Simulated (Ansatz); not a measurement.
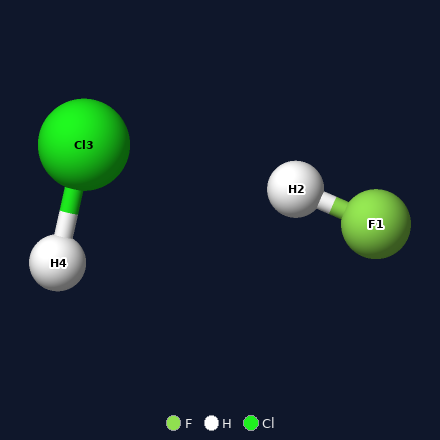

The system is the pair FH···ClH; the picture shows the reference structure. 
- The turn is about an axis along (−0.01, 1.00, 0.08) in the frame of the relaxed pair, normal to the line between the partners.
- First axis: distance Cl3···H2. Second axis: turn of F1, H2 about Cl3.
- The grid has 15 × 15 points.
- Points are written as (first, second).
- Energies: kcal/mol, counted from the lowest grid point.
- Method: RKS r2SCAN0-D4/def2-TZVPD (Ansatz).

Its coordinates:

```yaml
atoms:
  - { symbol: F, position_ang: [0.2061, 0.1407, -1.8144] }
  - { symbol: H, position_ang: [-0.1649, 0.0738, -0.9725] }
  - { symbol: Cl, position_ang: [-0.6427, -0.0997, 1.2498] }
  - { symbol: H, position_ang: [0.6014, -0.1149, 1.5372] }
```

Range: distance Cl3···H2 from 1.915 to 4.515 Å; turn of F1, H2 about Cl3 from −60.0 to 60.0°.

Predict the map.

Answer. The lowest grid point is at (2.216 Å, 0.0°). It is the only kind of minimum in the scanned range. The highest grid point, (1.915 Å, −60.0°), lies 23.31 kcal/mol above the lowest. Round the minimum the two coordinates are nearly uncoupled.

| turn of F1, H2 about Cl3 ↓, distance Cl3···H2 → | 1.915 | 1.980 | 2.085 | 2.216 | 2.365 | 2.530 | 2.709 | 2.900 | 3.103 | 3.316 | 3.538 | 3.770 | 4.010 | 4.259 | 4.515 |
| --- | --- | --- | --- | --- | --- | --- | --- | --- | --- | --- | --- | --- | --- | --- | --- |
| 60.0 | 7.13 | 5.97 | 4.65 | 3.68 | 3.12 | 2.85 | 2.76 | 2.76 | 2.81 | 2.87 | 2.93 | 2.98 | 3.02 | 3.05 | 3.08 |
| 51.4 | 6.31 | 5.18 | 3.93 | 3.05 | 2.58 | 2.40 | 2.39 | 2.47 | 2.58 | 2.69 | 2.79 | 2.87 | 2.94 | 2.99 | 3.03 |
| 42.9 | 5.38 | 4.29 | 3.12 | 2.34 | 1.97 | 1.90 | 1.99 | 2.15 | 2.33 | 2.50 | 2.64 | 2.76 | 2.85 | 2.92 | 2.98 |
| 34.3 | 4.44 | 3.40 | 2.32 | 1.63 | 1.37 | 1.41 | 1.59 | 1.84 | 2.09 | 2.31 | 2.50 | 2.65 | 2.76 | 2.86 | 2.93 |
| 25.7 | 3.57 | 2.58 | 1.58 | 0.99 | 0.83 | 0.96 | 1.23 | 1.56 | 1.87 | 2.15 | 2.37 | 2.55 | 2.69 | 2.80 | 2.89 |
| 17.1 | 2.85 | 1.91 | 0.98 | 0.47 | 0.39 | 0.60 | 0.95 | 1.34 | 1.70 | 2.02 | 2.28 | 2.49 | 2.65 | 2.77 | 2.87 |
| 8.6 | 2.36 | 1.46 | 0.57 | 0.13 | 0.11 | 0.38 | 0.78 | 1.21 | 1.61 | 1.95 | 2.24 | 2.46 | 2.63 | 2.76 | 2.86 |
| 0.0 | 2.15 | 1.27 | 0.42 | 0.00 | 0.02 | 0.31 | 0.74 | 1.19 | 1.60 | 1.96 | 2.25 | 2.48 | 2.65 | 2.79 | 2.89 |
| −8.6 | 2.29 | 1.41 | 0.55 | 0.12 | 0.13 | 0.42 | 0.85 | 1.29 | 1.70 | 2.05 | 2.33 | 2.55 | 2.72 | 2.85 | 2.94 |
| −17.1 | 2.86 | 1.93 | 1.01 | 0.53 | 0.49 | 0.74 | 1.12 | 1.53 | 1.91 | 2.24 | 2.49 | 2.69 | 2.84 | 2.95 | 3.03 |
| −25.7 | 3.99 | 2.96 | 1.90 | 1.28 | 1.13 | 1.28 | 1.59 | 1.93 | 2.25 | 2.52 | 2.73 | 2.90 | 3.01 | 3.10 | 3.16 |
| −34.3 | 5.93 | 4.69 | 3.36 | 2.49 | 2.13 | 2.11 | 2.27 | 2.50 | 2.73 | 2.92 | 3.06 | 3.17 | 3.24 | 3.29 | 3.32 |
| −42.9 | 9.13 | 7.52 | 5.70 | 4.37 | 3.63 | 3.31 | 3.23 | 3.28 | 3.36 | 3.43 | 3.49 | 3.52 | 3.53 | 3.52 | 3.51 |
| −51.4 | 14.42 | 12.14 | 9.42 | 7.26 | 5.84 | 5.00 | 4.54 | 4.30 | 4.16 | 4.07 | 4.00 | 3.93 | 3.86 | 3.79 | 3.73 |
| −60.0 | 23.31 | 19.68 | 15.27 | 11.59 | 9.01 | 7.32 | 6.25 | 5.58 | 5.14 | 4.82 | 4.58 | 4.39 | 4.22 | 4.08 | 3.96 |

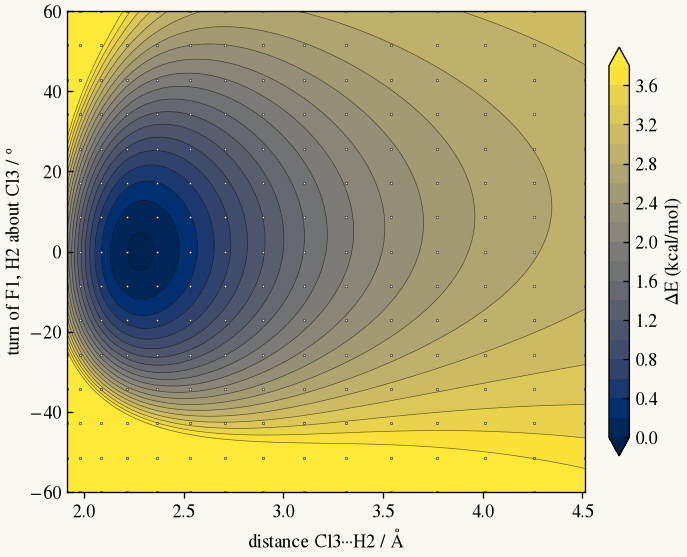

Drawn: filled contours, dots at the grid points, one colour for all values above the top of the scale. Between grid points the surface is interpolated.

The whole map (225 points run) took 11 min on 1 thread of Arm Neoverse V1, with other jobs on the host.
